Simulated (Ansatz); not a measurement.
**Computed frozen-phonon scan: Al2Au (fluorite type, space group Fm-3m)**

Al$_{2}$Au (fluorite type, space group Fm-3m)

```xyz
6
Lattice="0.0000 6.0599 6.0599 3.0300 0.0000 3.0300 3.0300 3.0300 0.0000" Properties=species:S:1:pos:R:3 pbc="T T T"
Al     1.5150     1.5150     1.5150
Al     1.5150     4.5449     4.5449
Al     4.5449     4.5449     4.5449
Al     4.5449     7.5749     7.5749
Au     0.0000     0.0000     0.0000
Au     3.0300     6.0599     3.0300
```

The atoms are displaced by Q × the pattern below (from a DFPT mode at L = (0.5, 0.0, 0.0), largest move 1; Q in Å), at fixed cell. (q is in reciprocal vectors of the primitive cell; the cell shown is doubled to hold the pattern.)

```
atom       x       y       z
----  ------  ------  ------
Al1    0.154  -0.154  -0.154
Al2   -0.154   0.154   0.154
Al3   -0.154   0.154   0.154
Al4    0.154  -0.154  -0.154
Au5   -0.577   0.577   0.577
Au6    0.577  -0.577  -0.577
```

The numbers are results of PBE (plane waves to 420 eV, PAW, scalar-relativistic; Ansatz, a program for electronic structure), not measurements. k mesh 13×13×13 (Γ-centred), Fermi-Dirac smearing 0.05 eV. Energies are smeared free energies. With partly filled bands, energies and forces of such displacements shift with the k mesh and the smearing. Al2Au was relaxed with its symmetry unable to fall. Spin-orbit coupling is left out, though Au is heavy. The zero of ΔE is the undisplaced structure.

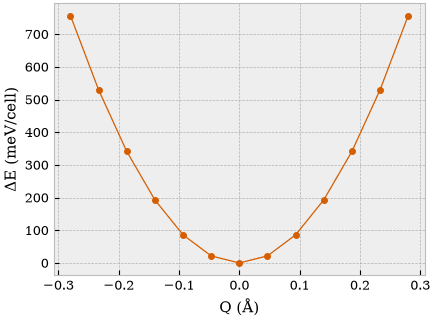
Figure: ΔE (meV/cell) against Q (Å); one marker a computed point.

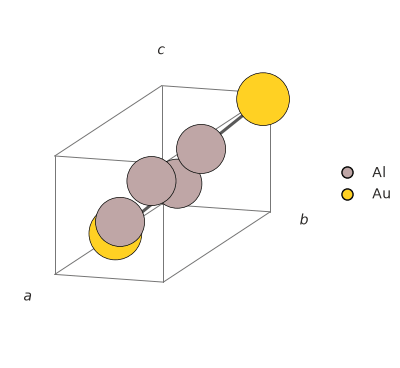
The cell of the calculation at Q = 0.280 Å.

The energy at Q = 0.280 Å is 757 meV/cell. Symmetry of the curve: even: the same for both signs. Wavenumber by perturbation theory (DFPT, on another k mesh): 116 cm⁻¹. Shape of the curve: a single well with its minimum at or next to zero displacement. Harmonic wavenumber from the curvature (finite differences): 116 cm⁻¹.

E″ = 19.82 eV/Å², M = Σ mᵢ|uᵢ|² = 401.6 u, ν̃ = 521.5·√(|E″|/M).

(A displaced cell: forces are minus the slopes of the energy, force constants its curvatures, and phonons follow from these.)
